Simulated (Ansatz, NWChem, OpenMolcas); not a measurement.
# How basis sets differ on CH6BNO2 (SMILES OBNCO)

CH6BNO2: 11 atoms, total charge 0, spin state singlet. SMILES: `OBNCO`. The shape is that of a PBE0-D4/def2-TZVP optimisation. This is a higher conformer, about 10 kJ/mol above the lowest found by a separate search.

Quantity: the HOMO–LUMO gap, in eV. The values are calculated.

```csv
level,kind,program,value (eV)
HF/ANO-R0 (sfX2C),Hartree–Fock,OpenMolcas,15.29
HF/ANO-RCC-MB (DKH2),Hartree–Fock,OpenMolcas,17.47
HF/STO-3G,Hartree–Fock,NWChem,18.60
HF/3-21G,Hartree–Fock,Ansatz,16.46
"HF/ANO-XS-VDZP (DKH2, RICD fitting)",Hartree–Fock,OpenMolcas,15.70
HF/def2-SVP,Hartree–Fock,OpenMolcas,15.26
```

The values span 15.26 to 18.60 eV. A Hartree–Fock LUMO above zero doesn't converge with the basis: it sinks as sets grow more diffuse. Orbital gaps aren't excitation energies.

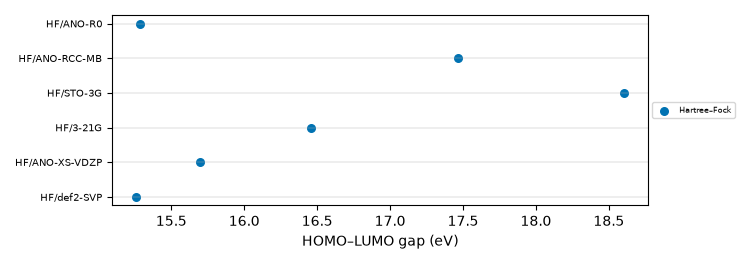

The values of the table, level by level.
